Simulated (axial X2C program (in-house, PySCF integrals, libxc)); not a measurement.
# All-electron X2C curves of OsSe

What are the state, bond length, wavenumber and bond energy of OsSe, and what does spin–orbit coupling change?

Computed with an in-house X2C program for linear molecules on PySCF integrals. Level: all-electron X2C, Os dyall-cv3z, Se dyall-cv3z.

All values are calculated.

## (1) Set-up

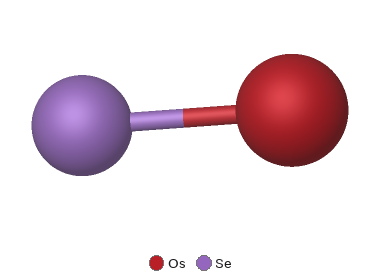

The two atoms at 2.230 Å (osmium red, selenium purple).

task.json reads:

```json
{
 "zs": [
  76,
  34
 ],
 "q": 0,
 "bas": [
  "dyall-cv3z",
  "dyall-cv3z"
 ],
 "levels": [
  "PBE0",
  "HF",
  "r2SCAN"
 ],
 "cc": true,
 "r0": 2.23,
 "thr": -2.0,
 "nmax": 90,
 "npts": 10,
 "nst": 2,
 "ntry": 6
}
```

Keys: zs atomic numbers; q charge; bas basis sets; levels methods (HF also brings MP2); cc coupled cluster on or off; r0 starting distance in Å; thr threshold in hartree for freezing inner shells (an s shell follows its p shell); nmax most natural virtual spinors; npts points asked for on the curve; nst determinants followed; ntry starts of the search.

The run is started by

```sh
$ python so2c.py task.json out
```

Spin-free means the one-electron spin-free X2C Hamiltonian; two-component (2c) means X2C with spin–orbit coupling and atomic mean-field two-electron Coulomb and Gaunt terms. Basis: Os dyall-cv3z contracted to [13s14p9d6f4g], Se dyall-cv3z contracted to [8s9p6d4f1g]; Gaussian nuclei, density fitting. Masses: Os 191.961 u, Se 79.917 u.

Notation: σ, π±, δ± give the projection m of an orbital's angular momentum (0, ±1, ±2), α and β its spin, Λ and M_S the sums; ω is the projection of a spinor's total angular momentum and Ω the sum. Logs are in hartree.

The results follow Hamiltonian by Hamiltonian and level by level.

## (2) State search with PBE0

Determinants are compared with PBE0 at 2.230 Å.

Spin-free determinants:

| ΔE (eV) | state | open shells |
| --- | --- | --- |
| 0.00 | M_S = 2, Λ = 0 | beyond closed shells: π+α, π-α, δ+α, δ-α |
| 0.33 | M_S = 2, Λ = 2 | beyond closed shells: σα, π+α, π-α, δ+α, δ+β, δ-α |
| 0.76 | M_S = 1, Λ = 1 | beyond closed shells: π-α, δ+α, δ+β, δ-α |
| 0.76 | M_S = 1, Λ = 3 | beyond closed shells: π+α, δ+α, δ+β, δ-α |
| 0.91 | M_S = 2, Λ = 1 | beyond closed shells: σα, π+α, π+β, π-α, δ+α, δ-α |
| 1.04 | M_S = 1, Λ = 0 | beyond closed shells: π+β, π-α, δ+α, δ-α |
| 1.09 | M_S = 3, Λ = 0 | beyond closed shells: 2 × σα, π+α, π-α, δ+α, δ-α |

Two-component determinants:

```tsv
ΔE (eV)	state	open shells
0.00	Ω = 2	excess of +ω over −ω: ω = -1/2, ω = 5/2
0.04	Ω = 4	excess of +ω over −ω: ω = 3/2, ω = 5/2
0.35	Ω = 3	excess of +ω over −ω: ω = 1/2, ω = 5/2
0.80	Ω = 1	excess of +ω over −ω: ω = -3/2, ω = 5/2
0.81	Ω = 1	excess of +ω over −ω: ω = -3/2, ω = 5/2
0.87	Ω = 2	excess of +ω over −ω: 2 × ω = 1/2, ω = -3/2, ω = 5/2
0.91	Ω = 0	closed shell
```

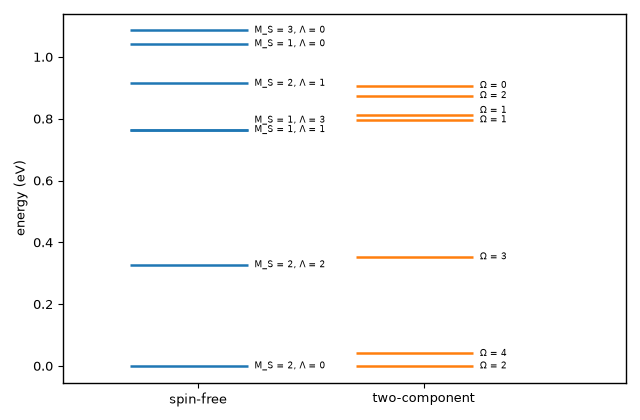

The determinants found, each set from its own lowest.

## (3) PBE0, spin-free

State followed: M_S = 2, Λ = 0 (beyond closed shells: π+α, π-α, δ+α, δ-α). The scan is laid around 2.188 Å, a first estimate of the minimum, and this SCF restarts from the orbitals of the search.

The SCF at the reference distance of 2.188 Å:

```text
spin-free X2C-1e  PBE0
basis functions 280  fitting functions 1470  grid points 5804
iter        total energy     max residual
   1     -19680.107519166     2.91e+01
   2     -19685.147052743     2.90e-02
   3     -19685.093221353     6.17e-02
   4     -19685.189845328     1.12e-02
   5     -19685.191047531     7.06e-03
   6     -19685.192769227     1.98e-03
   7     -19685.192931568     3.70e-04
   8     -19685.192939206     8.93e-05
   9     -19685.192939516     3.36e-05
  10     -19685.192939570     1.72e-05
  11     -19685.192939584     4.53e-06
  12     -19685.192939586     1.30e-06
converged
one-electron -28294.14373897  Coulomb 8417.02591325  exact exchange -106.54584393  xc functional -326.48078410  nuclear repulsion 624.95151418
```

Along the bond, energies from the lowest point:

```csv
R (Å),E (eV),μ (D),HOMO (eV),LUMO (eV),iterations
1.991,0.7783,-2.07,-6.24,-3.38,14
2.057,0.3248,-2.24,-6.26,-3.36,14
2.122,0.0824,-2.42,-6.26,-3.35,13
2.188,0.0000,-2.59,-6.26,-3.36,12
2.265,0.0529,-2.78,-6.27,-3.37,14
2.341,0.2197,-2.97,-6.30,-3.40,14
2.440,0.5434,-3.21,-6.34,-3.55,15
```

Dipoles are positive if Se is the positive end.

Outer orbitals at the reference distance:

```csv
symmetry,occupied,ε (eV),atomic character
σα,yes,-19.40,"68% Se s, 11% Os d, 10% Os p"
σβ,yes,-18.72,"67% Se s, 12% Os d, 10% Os p"
σα,yes,-9.97,"46% Se p, 42% Os d, 5% Se s"
π-α,yes,-9.85,"74% Os d, 23% Se p"
π+α,yes,-9.85,"74% Os d, 23% Se p"
σβ,yes,-9.39,"59% Se p, 27% Os d, 6% Se s"
δ+α,yes,-9.01,100% Os d
δ-α,yes,-9.01,100% Os d
σα,yes,-7.92,"53% Os s, 31% Os d, 14% Se p"
π-β,yes,-7.82,"46% Se p, 45% Os d, 4% Os p"
π+β,yes,-7.82,"46% Se p, 45% Os d, 4% Os p"
π-α,yes,-6.52,"57% Se p, 25% Os d, 10% Os p"
π+α,yes,-6.52,"57% Se p, 25% Os d, 10% Os p"
σβ,yes,-6.26,"46% Os s, 42% Os d, 9% Se p"
δ+β,no,-3.36,99% Os d
δ-β,no,-3.36,99% Os d
σα,no,-2.99,"42% Os p, 22% Se p, 20% Os s"
π+β,no,-2.89,"51% Os d, 30% Se p, 12% Os p"
```

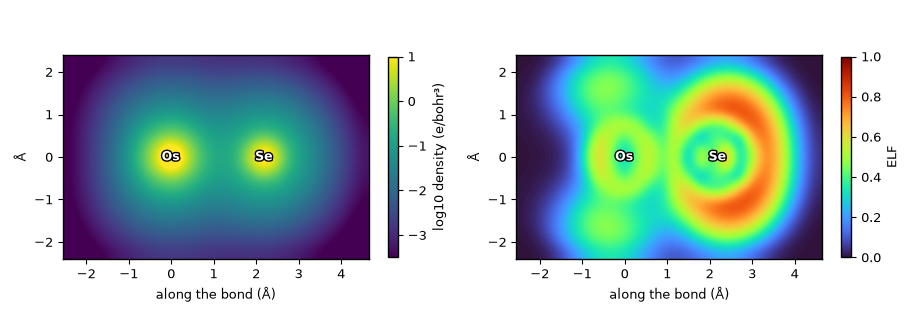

PBE0 fields in a plane through the axis, from a grid of 0.3 Å; Os lies at z = 0 and Se at z = 2.188 Å; the ELF is damped to zero where the density is low.

Re = 2.197 Å, ωe = 357 cm⁻¹, ωexe = 0.66 cm⁻¹, Be = 0.06187 cm⁻¹, De = 3.79 eV, μ = -2.61 D.

## (4) HF, spin-free

Output at 2.188 Å:

```text
spin-free X2C-1e  HF
basis functions 280  fitting functions 1470  grid points 5804
iter        total energy     max residual
   1     -19678.349687278     1.14e+00
   2     -19678.406071964     1.86e-02
   3     -19678.410362684     1.57e-02
   4     -19678.412282196     3.48e-03
   5     -19678.413404882     1.95e-03
   6     -19678.414142593     1.75e-03
   7     -19678.414789450     1.22e-03
   8     -19678.415381713     8.01e-04
   9     -19678.415711407     4.47e-04
  10     -19678.415825877     2.37e-04
  11     -19678.415844363     1.18e-04
  12     -19678.415846859     8.12e-05
  13     -19678.415847583     3.89e-05
  14     -19678.415847947     1.86e-05
  15     -19678.415848037     1.33e-05
  16     -19678.415848068     5.60e-06
  17     -19678.415848072     3.92e-06
  18     -19678.415848073     2.69e-06
converged
one-electron -28293.99119354  Coulomb 8417.10881176  exact exchange -426.48498046  xc functional 0.00000000  nuclear repulsion 624.95151418
```

Re = 2.261 Å, ωe = 267.3 cm⁻¹, Be = 0.05844 cm⁻¹, De = 1.05 eV, μ = -4.80 D.

## (5) r2SCAN, spin-free

The SCF at the reference distance of 2.188 Å:

```text
spin-free X2C-1e  r2SCAN
basis functions 280  fitting functions 1470  grid points 5804
iter        total energy     max residual
   1     -19685.767127514     2.78e-01
   2     -19685.772377756     1.01e-02
   3     -19685.771730398     1.24e-02
   4     -19685.772011930     3.96e-03
   5     -19685.772645063     1.24e-03
   6     -19685.772693585     2.76e-04
   7     -19685.772697088     7.39e-05
   8     -19685.772697876     5.84e-05
   9     -19685.772698217     1.26e-05
  10     -19685.772698242     4.22e-06
  11     -19685.772698244     3.21e-06
  12     -19685.772698245     3.67e-07
converged
one-electron -28293.33485994  Coulomb 8416.21185384  exact exchange 0.00000000  xc functional -433.60120632  nuclear repulsion 624.95151418
```

Re = 2.201 Å, ωe = 354 cm⁻¹, ωexe = 0.669 cm⁻¹, Be = 0.06168 cm⁻¹, De = 4.03 eV, μ = -2.35 D.

## (6) Correlated methods, spin-free

Correlated methods: 14 electrons correlated (frozen shells, counted by type: Os 5 s, 4 p, 2 d, 1 f; Se 3 s, 2 p, 1 d), 312 virtual spinors in MP2.

Output of the correlated part at 2.188 Å:

```text
correlated 14  virtual 312  natural virtual 90  E(MP2) -0.368455087  MP2 remainder -0.030048521
iter   CCSD correlation   residual
   1     -0.329965399   1.93e-01
   2     -0.342448358   9.99e-02
   3     -0.348897806   5.08e-02
   4     -0.350495483   2.55e-02
   5     -0.351487468   1.41e-02
   6     -0.351696497   5.24e-03
   7     -0.351739060   1.91e-03
   8     -0.351765219   7.41e-04
   9     -0.351752632   3.68e-04
  10     -0.351758593   1.74e-04
  11     -0.351754073   8.62e-05
  12     -0.351755629   4.45e-05
  13     -0.351755043   2.50e-05
  14     -0.351754780   1.39e-05
  15     -0.351754731   6.79e-06
  16     -0.351754639   3.33e-06
  17     -0.351754611   1.60e-06
  18     -0.351754612   8.00e-07
(T) -0.019980313  T1 0.0739  D1 0.1587  max T2 0.069
```

T1 in the output is the amplitude norm over the root of the electron number; divide by √2 for the Lee–Taylor value.

Coupled cluster ran at too few distances for a curve.

MP2: No constants are quoted: the reference is strongly spin-contaminated.

## (7) A higher determinant, spin-free

State: M_S = 2, Λ = 2 (beyond closed shells: σα, π+α, π-α, δ+α, δ+β, δ-α).

Output at the reference distance:

```text
spin-free X2C-1e  PBE0
basis functions 280  fitting functions 1470  grid points 5804
iter        total energy     max residual
   1     -19680.268360395     2.80e+01
   2     -19685.135819785     2.88e-02
   3     -19685.085954814     5.94e-02
   4     -19685.178441757     9.90e-03
   5     -19685.179042673     5.95e-03
   6     -19685.180253816     2.17e-03
   7     -19685.180446138     3.25e-04
   8     -19685.180452817     9.21e-05
   9     -19685.180453392     2.88e-05
  10     -19685.180453499     1.61e-05
  11     -19685.180453513     3.31e-06
  12     -19685.180453514     1.05e-06
converged
one-electron -28297.15647116  Coulomb 8420.10629804  exact exchange -106.56127822  xc functional -326.52051636  nuclear repulsion 624.95151418
```

```csv
R (Å),E above the lowest PBE0 point (eV)
1.991,1.168
2.057,0.700
2.122,0.441
2.188,0.340
2.265,0.370
2.341,0.514
2.440,0.807
```

Re = 2.209 Å, ωe = 347 cm⁻¹, ωexe = 0.674 cm⁻¹, Be = 0.06123 cm⁻¹, μ = -3.07 D. Te = 0.34 eV.

## (8) The spin-free curves together

Energy (eV) of the followed determinant, spin-free, from each level's lowest point:

```csv
R (Å),PBE0,HF,MP2 (spin-contaminated),r2SCAN
1.991,0.778,1.029,0.595,0.796
2.057,0.325,0.510,0.180,0.337
2.122,0.082,0.201,0.000,0.088
2.188,0.000,0.047,0.012,0.000
2.265,0.053,0.000,0.224,0.046
2.341,0.220,0.039,0.575,0.206
2.440,0.543,0.155,1.077,0.520
```

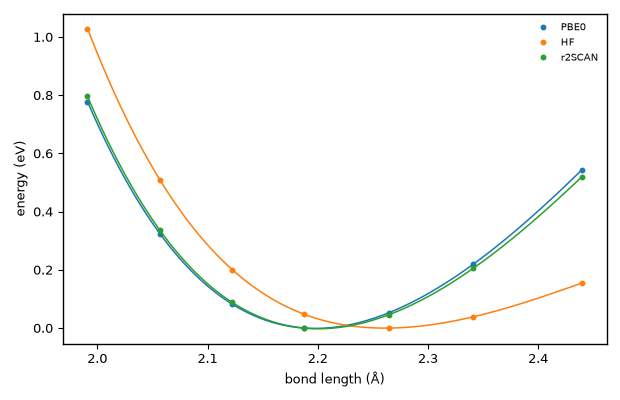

Curves of the followed state, spin-free, each from its own lowest point. Left out: MP2.

## (9) PBE0, 2c

State followed: Ω = 2 (excess of +ω over −ω: ω = -1/2, ω = 5/2). The scan is laid around 2.188 Å, a first estimate of the minimum, and this SCF restarts from the orbitals of the search.

The SCF at the reference distance of 2.188 Å:

```text
two-component X2C + atomic mean field  PBE0
basis functions 280  fitting functions 1470  grid points 5804
iter        total energy     max residual
   1     -19679.162763363     2.93e+01
   2     -19684.280764972     2.90e-02
   3     -19684.216361906     6.45e-02
   4     -19684.318745509     1.68e-02
   5     -19684.323800742     9.41e-03
   6     -19684.327122243     1.85e-03
   7     -19684.327277291     3.38e-04
   8     -19684.327285563     1.24e-04
   9     -19684.327287401     9.61e-05
  10     -19684.327289217     8.13e-05
  11     -19684.327290695     5.46e-05
  12     -19684.327292239     2.71e-05
  13     -19684.327292627     9.63e-06
  14     -19684.327292648     2.95e-06
  15     -19684.327292648     1.20e-06
converged
one-electron -28274.39370577  Coulomb 8414.33219813  exact exchange -106.50396228  xc functional -326.41911458  nuclear repulsion 624.95151418  atomic mean-field constant -16.29422233
```

Along the bond, energies from the lowest point:

```
R (Å)  E (eV)  μ (D)  HOMO (eV)  LUMO (eV)  iterations
1.991  0.6095  -1.53      -5.91      -3.45          16
2.057  0.2381  -1.84      -6.00      -3.54          16
2.122  0.0499  -2.14      -6.08      -3.60          16
2.188  0.0000  -2.40      -6.14      -3.63          15
2.265  0.0737  -2.65      -6.18      -3.66          17
2.341  0.2506  -2.87      -6.23      -3.69          17
2.440  0.5772  -3.11      -6.28      -3.74          18
```

Dipoles are positive if Se is the positive end.

Outer spinors at the reference distance:

| ω | occupied | ε (eV) | atomic character | λ mixture |
| --- | --- | --- | --- | --- |
| 1/2 | yes | -19.41 | 68% Se s, 11% Os d, 10% Os p | 100% σ |
| -1/2 | yes | -18.88 | 67% Se s, 12% Os d, 10% Os p | 100% σ |
| 1/2 | yes | -10.01 | 47% Se p, 41% Os d, 5% Se s | 99% σ, 1% π |
| -1/2 | yes | -9.98 | 71% Os d, 25% Se p | 84% π, 16% σ |
| 3/2 | yes | -9.49 | 73% Os d, 24% Se p | 95% π, 5% δ |
| -1/2 | yes | -9.44 | 58% Se p, 29% Os d, 5% Os s | 84% σ, 16% π |
| -3/2 | yes | -9.04 | 98% Os d | 94% δ, 6% π |
| 1/2 | yes | -8.20 | 42% Os d, 41% Se p, 10% Os s | 79% π, 21% σ |
| 5/2 | yes | -8.08 | 100% Os d | 100% δ |
| -3/2 | yes | -7.70 | 48% Se p, 43% Os d, 4% Os p | 95% π, 5% δ |
| 1/2 | yes | -7.55 | 42% Os s, 33% Os d, 22% Se p | 80% σ, 20% π |
| -1/2 | yes | -6.72 | 52% Se p, 26% Os d, 9% Os p | 82% π, 18% σ |
| 3/2 | yes | -6.49 | 48% Se p, 38% Os d, 8% Os p | 75% π, 25% δ |
| -1/2 | yes | -6.14 | 42% Os d, 40% Os s, 13% Se p | 82% σ, 18% π |
| 3/2 | no | -3.63 | 86% Os d, 8% Se p, 3% Os p | 70% δ, 30% π |
| 1/2 | no | -3.32 | 34% Os d, 28% Se p, 24% Os p | 65% π, 35% σ |
| -5/2 | no | -2.92 | 99% Os d | 100% δ |
| 1/2 | no | -2.82 | 32% Os d, 30% Os p, 22% Se p | 66% σ, 34% π |

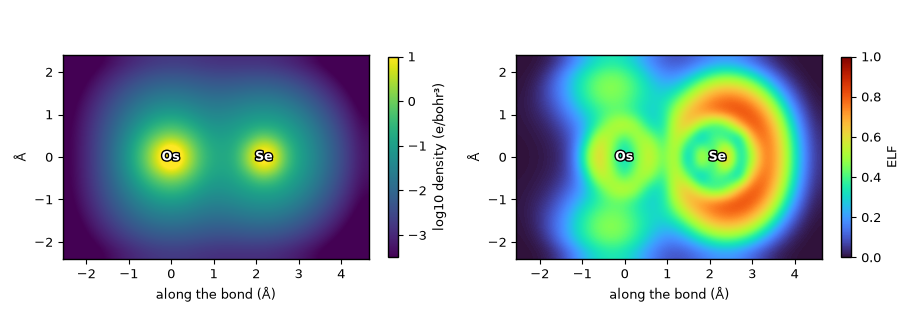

PBE0 fields in a plane through the axis, from a grid of 0.3 Å; Os lies at z = 0 and Se at z = 2.188 Å; the ELF is damped to zero where the density is low.

Re = 2.183 Å, ωe = 346 cm⁻¹, ωexe = 0.495 cm⁻¹, Be = 0.06268 cm⁻¹, De = 3.57 eV, μ = -2.38 D.

## (10) HF, 2c

Output at 2.188 Å:

```text
two-component X2C + atomic mean field  HF
basis functions 280  fitting functions 1470  grid points 5804
iter        total energy     max residual
   1     -19677.420064903     1.13e+00
   2     -19677.480409467     1.81e-02
   3     -19677.486009265     1.31e-02
   4     -19677.489149173     4.49e-03
   5     -19677.490726973     4.40e-03
   6     -19677.491792504     3.93e-03
   7     -19677.493519693     3.17e-03
   8     -19677.494944889     2.21e-03
   9     -19677.495848972     1.23e-03
  10     -19677.496190223     5.64e-04
  11     -19677.496267622     2.50e-04
  12     -19677.496287344     1.39e-04
  13     -19677.496294570     8.89e-05
  14     -19677.496298731     6.50e-05
  15     -19677.496301273     5.00e-05
  16     -19677.496302667     4.26e-05
  17     -19677.496303311     3.03e-05
  18     -19677.496303553     1.37e-05
  19     -19677.496303596     9.39e-06
  20     -19677.496303618     8.89e-06
  21     -19677.496303628     7.41e-06
  22     -19677.496303638     4.27e-06
  23     -19677.496303642     2.17e-06
  24     -19677.496303643     8.87e-07
converged
one-electron -28273.78717301  Coulomb 8413.97797450  exact exchange -426.34439698  xc functional 0.00000000  nuclear repulsion 624.95151418  atomic mean-field constant -16.29422233
```

No constants are quoted: the solution changes its character somewhere along the scan, so the fit is set aside.

## (11) r2SCAN, 2c

The SCF at the reference distance of 2.188 Å:

```text
two-component X2C + atomic mean field  r2SCAN
basis functions 280  fitting functions 1470  grid points 5804
iter        total energy     max residual
   1     -19684.840326939     2.77e-01
   2     -19684.846088573     8.96e-03
   3     -19684.818327992     2.36e-02
   4     -19684.843166507     1.26e-02
   5     -19684.847348407     1.22e-03
   6     -19684.847408272     4.79e-04
   7     -19684.847410998     4.41e-04
   8     -19684.847420575     1.74e-04
   9     -19684.847421740     5.60e-05
  10     -19684.847421946     1.58e-05
  11     -19684.847421959     1.18e-05
  12     -19684.847421965     2.06e-06
  13     -19684.847421966     1.38e-06
converged
one-electron -28273.57047222  Coulomb 8413.51043814  exact exchange 0.00000000  xc functional -433.44467974  nuclear repulsion 624.95151418  atomic mean-field constant -16.29422233
```

Re = 2.191 Å, ωe = 349 cm⁻¹, ωexe = 0.656 cm⁻¹, Be = 0.06221 cm⁻¹, De = 4.07 eV, μ = -2.17 D.

## (12) Correlated methods, 2c

Correlated methods: 14 electrons correlated (frozen shells, counted by type: Os 5 s, 4 p, 2 d, 1 f; Se 3 s, 2 p, 1 d), 312 virtual spinors in MP2.

Output of the correlated part at 2.188 Å:

```text
correlated 14  virtual 312  natural virtual 90  E(MP2) -0.368607012  MP2 remainder -0.030538280
iter   CCSD correlation   residual
   1     -0.330314243   1.93e-01
   2     -0.342823795   1.01e-01
   3     -0.349532242   5.22e-02
   4     -0.351199058   2.64e-02
   5     -0.352240281   1.48e-02
   6     -0.352482529   6.17e-03
   7     -0.352542333   2.98e-03
   8     -0.352589712   1.80e-03
   9     -0.352569533   1.26e-03
  10     -0.352593195   7.53e-04
  11     -0.352578559   4.03e-04
  12     -0.352585241   2.16e-04
  13     -0.352583252   1.20e-04
  14     -0.352582932   6.63e-05
  15     -0.352582575   3.25e-05
  16     -0.352582210   1.86e-05
  17     -0.352581921   1.06e-05
  18     -0.352581795   6.61e-06
  19     -0.352581641   4.33e-06
  20     -0.352581613   2.88e-06
  21     -0.352581543   1.91e-06
  22     -0.352581546   1.31e-06
(T) -0.020190612  T1 0.0760  D1 0.1580  max T2 0.059
```

Coupled cluster ran at too few distances for a curve.

MP2: No constants are quoted: the reference changes its character somewhere along the scan, so the fit is set aside.

## (13) A higher determinant, 2c

State: Ω = 4 (excess of +ω over −ω: ω = 3/2, ω = 5/2).

Output at the reference distance:

```text
two-component X2C + atomic mean field  PBE0
basis functions 280  fitting functions 1470  grid points 5804
iter        total energy     max residual
   1     -19679.317283542     2.83e+01
   2     -19684.280225731     2.88e-02
   3     -19684.230915353     5.88e-02
   4     -19684.323273145     9.27e-03
   5     -19684.323734328     5.13e-03
   6     -19684.324597558     2.25e-03
   7     -19684.324812874     3.21e-04
   8     -19684.324820480     1.01e-04
   9     -19684.324821439     4.82e-05
  10     -19684.324821824     3.47e-05
  11     -19684.324821935     2.07e-05
  12     -19684.324821999     1.16e-05
  13     -19684.324822026     4.32e-06
  14     -19684.324822029     1.11e-06
  15     -19684.324822030     4.47e-07
converged
one-electron -28277.00240912  Coulomb 8417.01377261  exact exchange -106.52588017  xc functional -326.46759720  nuclear repulsion 624.95151418  atomic mean-field constant -16.29422233
```

| R (Å) | E above the lowest PBE0 point (eV) |
| --- | --- |
| 1.991 | 0.877 |
| 2.057 | 0.423 |
| 2.122 | 0.168 |
| 2.188 | 0.067 |
| 2.265 | 0.094 |
| 2.341 | 0.233 |
| 2.440 | 0.517 |

Re = 2.210 Å, ωe = 342 cm⁻¹, ωexe = 0.715 cm⁻¹, Be = 0.06116 cm⁻¹, μ = -3.07 D. Te = 0.06 eV.

## (14) The 2c curves together

Energy (eV) of the followed determinant, 2c, from each level's lowest point:

```
R (Å)   PBE0  HF (jumps)  MP2 (its reference jumps)  r2SCAN
1.991  0.609       1.056                      0.569   0.683
2.057  0.238       0.537                      0.170   0.280
2.122  0.050       0.226                      0.000   0.067
2.188  0.000       0.065                      0.026   0.000
2.265  0.074       0.000                      0.272   0.061
2.341  0.251       0.000                      0.680   0.229
2.440  0.577       0.025                      1.178   0.548
```

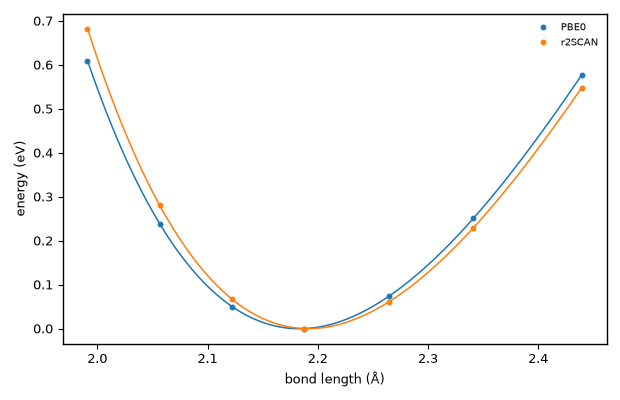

Curves of the followed state, 2c, each from its own lowest point. Left out: HF, MP2.

Time for the job: 4.7 min (1 thread of Arm Neoverse V1, shared host).

## (15) Constants

Lowest determinant that the search found at its distance, spin-free: M_S = 2, Λ = 0 (beyond closed shells: π+α, π-α, δ+α, δ-α).

Lowest determinant that the search found at its distance, 2c: Ω = 2 (excess of +ω over −ω: ω = -1/2, ω = 5/2).

```json
{"Hamiltonian": "spin-free", "level": "PBE0", "Re (Å)": "2.197", "ωe (cm⁻¹)": "357", "De (eV)": "3.79", "μ (D)": "-2.61"}
{"Hamiltonian": "spin-free", "level": "HF", "Re (Å)": "2.261", "ωe (cm⁻¹)": "267.3", "De (eV)": "1.05", "μ (D)": "-4.80"}
{"Hamiltonian": "spin-free", "level": "r2SCAN", "Re (Å)": "2.201", "ωe (cm⁻¹)": "354", "De (eV)": "4.03", "μ (D)": "-2.35"}
{"Hamiltonian": "2c", "level": "PBE0", "Re (Å)": "2.183", "ωe (cm⁻¹)": "346", "De (eV)": "3.57", "μ (D)": "-2.38"}
{"Hamiltonian": "2c", "level": "r2SCAN", "Re (Å)": "2.191", "ωe (cm⁻¹)": "349", "De (eV)": "4.07", "μ (D)": "-2.17"}
```

Dipoles are positive if Se is the positive end. No constants: spin-free MP2 (the reference is strongly spin-contaminated); 2c HF (the solution changes its character somewhere along the scan, so the fit is set aside); 2c MP2 (the reference changes its character somewhere along the scan, so the fit is set aside).

Time per point (s) on 1 thread of Arm Neoverse V1, shared host (2c runs); the times are rough: PBE0 2.9, r2SCAN 1.6.

**Reading.** At PBE0, going from spin-free to two-component changes Re by -14 mÅ, ωe by -3.0 %, so spin–orbit coupling matters for this bond. It costs about 2 times the time. De moves by -0.23 eV; both De rest on single-determinant atoms, which can miss part of an open shell's spin–orbit lowering.

De refers to Os + Se, each in the lowest determinant found, which need not be this curve's own limit. Each curve is one determinant whose occupation by symmetry is held fixed; it was picked as the lowest of a PBE0 search that is not exhaustive. De is counted from the lowest determinant-based energies of the atoms at the same level, without counterpoise correction. Density functionals use the spin component along the axis (collinear). The meta-GGAs lack a current-density term, which matters for open shells with orbital currents, atoms included. With several unpaired electrons one determinant need not be a pure state. The spin-free determinant is spin-contaminated at some levels.
